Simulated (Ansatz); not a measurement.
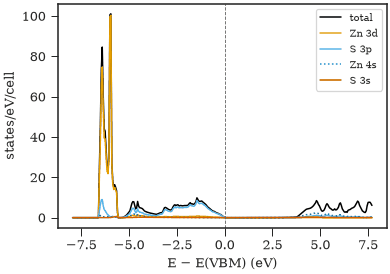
Fig. 1. Total and projected density of states of ZnS (4H polytype, space group No. 186), the program Ansatz at the r²SCAN level (PAW)

Task: Which orbitals carry the states next to the gap?

Result: Top 1 eV of the valence band: S 3p 87 %, Zn 3d 9 %. Bottom 1 eV of the conduction band: Zn 4s 58 %, S 3s 27 %, S 3p 12 %. Projections are on Löwdin-orthogonalised atomic valence shells; empty p or d shells of many metals are not among them.

Task: Where is the tallest occupied peak in this window, and what makes it?

Result: Near -5.9 eV, about 100 states/eV per cell; the largest projected share is Zn 3d.

Space group P6_3mc (4H polytype). The cell was relaxed with r²SCAN under the symmetry of its start.

Potentials: the later of the program's two PAW sets.
